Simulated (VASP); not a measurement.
Band structure of Ni (space group Fm-3m). Method: PBE GGA, VASP's PBE PAW potentials (set 64) (plane waves; VASP).

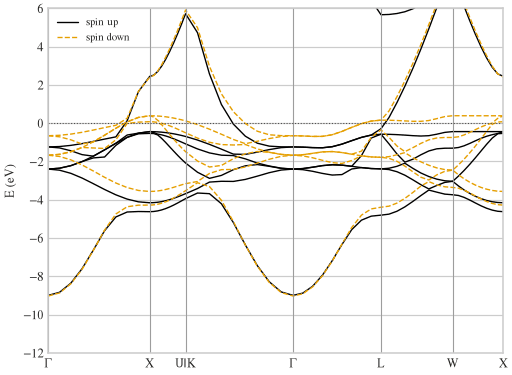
Figure: Bands along high-symmetry lines, zero at the valence-band maximum or, without a gap, the Fermi level

Problem. Read the plot: is there a gap, and where are the band edges?

Solution. It has no gap at this level: it comes out as a metal or semimetal.

The structure is a typed Ni crystal (Fm-3m). The cell was not relaxed at this level.
